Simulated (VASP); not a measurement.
Consider the following.

```
CELL_PARAMETERS angstrom
      2.70076     0.00000     0.00000
      0.00000     2.70076     0.00000
      0.00000     0.00000     2.70076
ATOMIC_POSITIONS crystal
  Al 0.00000 0.00000 0.00000
```

These are PBEsol GGA, VASP's PBE PAW potentials (set 64) (plane waves; VASP 6.6.1) values and carry that method's errors. Numerical set-up: 400 eV cut-off, 15×15×15 Γ-centred mesh, tetrahedra with Blöchl corrections, potentials Al.

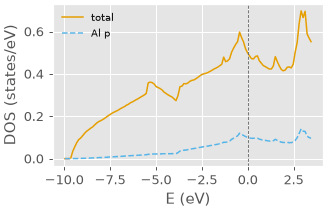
*Total and projected density of states, zero at the Fermi level*

Within 2 eV below the Fermi level the largest weight inside VASP's projection spheres is Al p, then Al s.

It has no gap at this level: it comes out as a metal or semimetal.

The structure was generated: Al was put into the simple-cubic type (Pm-3m), which need not be its known phase. It was relaxed first, which changed the volume by +6 %.
